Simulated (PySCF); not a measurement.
**UPBE0/cc-pVTZ run of NS (SMILES [N]=S)**

What is the vertical doublet–quartet gap of NS at UPBE0/cc-pVTZ? 

The calculation is run with PySCF 2.14.0.

7 further runs of the same task are left out: 2 that didn't finish, 5 set aside as unsound or not needed.

### 1 The system as given

The species is NS (2 atoms), meant as a doublet with charge 0. As SMILES, `[N]=S`. The coordinates come from a GFN2-xTB relaxation.

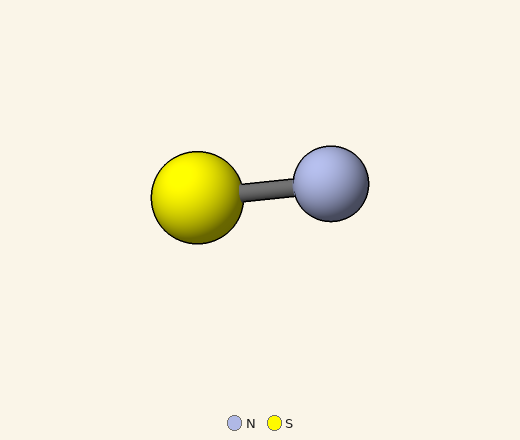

The structure, seen from a chosen angle (nitrogen light blue, sulfur yellow).

### 2 A single-point energy at UPBE0/cc-pVTZ

Input file calc.py:

```python
# Mononitrogen monosulfide
from pyscf import gto, dft

mol = gto.M(
    atom='''
N      0.000000     0.000000     0.000000
S      0.000000     0.000000     1.463180
''',
    charge=0,
    verbose=4,
    max_memory=1860,
    spin=1,
    basis='cc-pvtz',
)

mf = dft.UKS(mol)
mf.xc = 'pbe0'
mf.conv_tol = 1e-10
mf.grids.level = 5
mf.kernel()
if not mf.converged:
    mf = mf.newton().run(mf.mo_coeff, mf.mo_occ)

energy = mf.e_tot
print('E(%s) = %.9f' % ('PBE0', energy))
```

Started as:

```
$ OMP_NUM_THREADS=1 python calc.py
```

Output:

```text
PySCF version 2.14.0

[INPUT] num. atoms = 2
[INPUT] num. electrons = 23
[INPUT] charge = 0
[INPUT] spin (= nelec alpha-beta = 2S) = 1
[INPUT] symmetry False subgroup None
[INPUT] Mole.unit = angstrom
[INPUT] Symbol           X                Y                Z      unit          X                Y                Z       unit  Magmom
[INPUT]  1 N      0.000000000000   0.000000000000   0.000000000000 AA    0.000000000000   0.000000000000   0.000000000000 Bohr   0.0
[INPUT]  2 S      0.000000000000   0.000000000000   1.463180000000 AA    0.000000000000   0.000000000000   2.765009470941 Bohr   0.0

nuclear repulsion = 40.5061903682664
number of shells = 18
number of NR pGTOs = 101
number of NR cGTOs = 64
basis = cc-pvtz
ecp = {}

[... 31 lines left out ...]
[... the frontier-level lines of each cycle are left out ...]
[... 3 lines left out ...]
[... 50 lines left out ...]
converged SCF energy = -452.694962025948  <S^2> = 0.75726014  2S+1 = 2.007247
E(PBE0) = -452.694962026
```

It took 6.9 s on 1 thread of Arm Neoverse V2, shared host; peak memory 0.31 GiB.

### 3 The quartet at the same level

Input file run.py:

```python
from pyscf import gto, dft

mol = gto.Mole()
mol.atom = '''
N        0.000000       0.000000       0.000000
S        0.000000       0.000000       1.463180
'''
mol.verbose = 3
mol.max_memory = 1860
mol.spin = 3
mol.basis = 'cc-pvtz'
mol.charge = 0
mol.build()

ks = dft.UKS(mol, xc='pbe0')
ks.conv_tol = 1e-10
ks.grids.level = 5
ks.kernel()
if not ks.converged:
    ks = ks.newton().run(ks.mo_coeff, ks.mo_occ)

etot = ks.e_tot
print('E = %.10f Eh' % etot)
```

Started as:

```
$ OMP_NUM_THREADS=1 python run.py
```

Output:

```text
WARN: HOMO -0.154987431233571 >= LUMO -0.383357248434339

WARN: HOMO -0.248745917817902 >= LUMO -0.26747390542353

WARN: HOMO -0.2426249510247 >= LUMO -0.268443182161472

WARN: HOMO -0.23655637527853 >= LUMO -0.247887176291917

WARN: HOMO -0.240307504886634 >= LUMO -0.248612164527484

WARN: HOMO -0.239831882294832 >= LUMO -0.247887749718742

WARN: HOMO -0.239979488982639 >= LUMO -0.248009640426166

WARN: HOMO -0.239923402725454 >= LUMO -0.247901315518672

WARN: HOMO -0.239920353673196 >= LUMO -0.247878368697918

WARN: HOMO -0.239919249884321 >= LUMO -0.247867911328288

WARN: HOMO -0.239918774579301 >= LUMO -0.247866419401405

WARN: HOMO -0.239918910716698 >= LUMO -0.247866021447263

converged SCF energy = -452.561420982944  <S^2> = 3.7664094  2S+1 = 4.0081963
E = -452.5614209829 Eh
```

It took 6.3 s on 1 thread of Arm Neoverse V2, shared host; peak memory 0.31 GiB.

### 4 What came out

At UPBE0/cc-pVTZ:

| quantity | value |
| --- | --- |
| doublet: total energy | -452.69496 Eh |
| doublet: dipole moment | 1.83 D |
| doublet: HOMO energy (highest over α and β) | -6.14 eV |
| doublet: LUMO energy (lowest over α and β) | -3.40 eV |
| doublet: ⟨S²⟩ | 0.757 |
| quartet: total energy | -452.56142 Eh |
| quartet: dipole moment | 0.21 D |
| quartet: HOMO energy (highest over α and β) | -6.53 eV |
| quartet: ⟨S²⟩ | 3.766 |
| vertical energy of the quartet above the doublet | 3.634 eV |

What this shows: At this shape the quartet lies 3.63 eV (351 kJ/mol) above the doublet.
